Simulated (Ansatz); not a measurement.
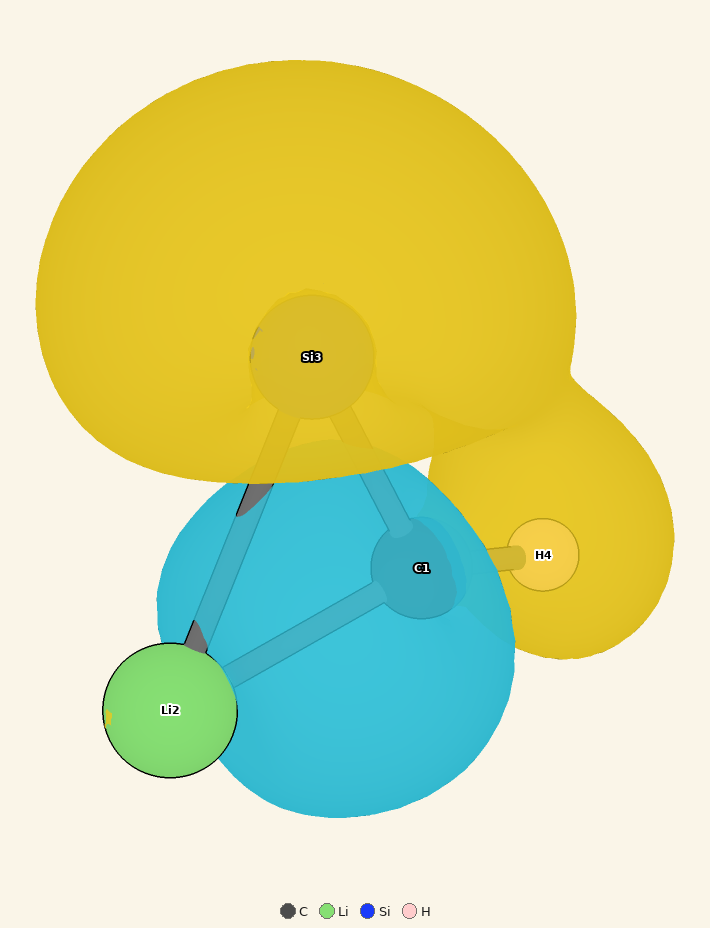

*CHLiSi (SMILES [Li-]1[CH]=[Si+]1) (triplet). The HOMO−1 (β) at ±0.08 Å⁻³ᐟ² (yellow and cyan are the two phases), seen at a tilt.*

Geometry: PBE0-D4/def2-TZVP.

Theory: isolated molecule in a Gaussian basis; Kohn-Sham density functional theory, functional PBE0 (Ansatz 0.2.0).

### Where does this orbital lie, and at what energy?

Its weight (Hirshfeld) is mainly on Si3 (about 60 %) and C1 (about 30 %). Its energy is −7.44 eV.
